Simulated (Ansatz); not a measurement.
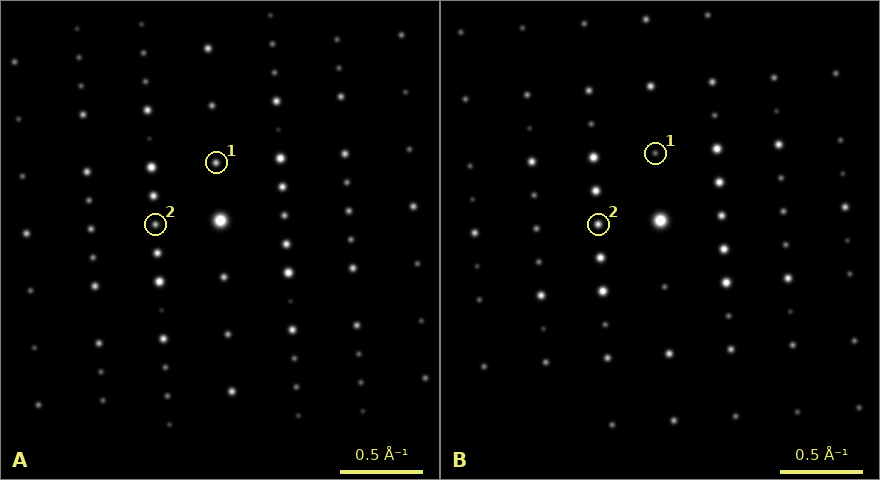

Kinematic electron diffraction patterns (300 kV, B = 0.5 Å², same scale) along [101] of the run's own cell, for the start and the end of one relaxation of Li2F with DFT PBE, scalar-relativistic, plane waves, PAW (Ansatz). k mesh 8×8×12. The start is a generated model structure, and the relaxation ends in the nearest stationary point of its symmetry, not necessarily the ground state. Spot 1 is 0 -2 0 and spot 2 is 1 0 -1 in both.

Start structure:

```yaml
crystal:
  lattice:
    - [4.86327, 0.00000, 0.00000]
    - [0.00000, 4.86327, 0.00000]
    - [0.00000, 0.00000, 3.13244]
  atoms:
    - { symbol: Li, position: [0.30600, 0.30600, 0.00000] }
    - { symbol: Li, position: [0.19400, 0.80600, 0.50000] }
    - { symbol: Li, position: [0.69400, 0.69400, 0.00000] }
    - { symbol: Li, position: [0.80600, 0.19400, 0.50000] }
    - { symbol: F, position: [0.00000, 0.00000, 0.00000] }
    - { symbol: F, position: [0.50000, 0.50000, 0.50000] }
```

Q: Which pattern belongs to the start structure, and which to the relaxed one?

A: B is the start: its cell gives d(1) = 2.432 Å, d(2) = 2.633 Å and an angle of 90.0°. A is the relaxed structure, with d(1) = 2.843 Å (+16.9 %), d(2) = 2.521 Å (-4.3 %) and 90.0°.

Q: Name reflections whose intensity changes strongly on relaxation.

A: 1 5 -1 comes into sight; 0 2 0 goes from 3.7 to 24 % of the strongest spot; 0 4 0 goes from 36 to 13 % of the strongest spot; 0 6 0 goes from 13 to 33 % of the strongest spot.

Q: Summarise the relaxation behind the change.

A: The volume changed by +22.8 % to 15.16 Å³ an atom; with the mean shift removed, the atoms moved by up to 0.27 Å relative to the cell (Li most); the space group stayed P4_2/mnm (No. 136); the free energy fell by 67 meV an atom. Relaxed cell: a = 5.687 Å, b = 5.687 Å, c = 2.813 Å, α = 90.00°, β = 90.00°, γ = 90.00°.
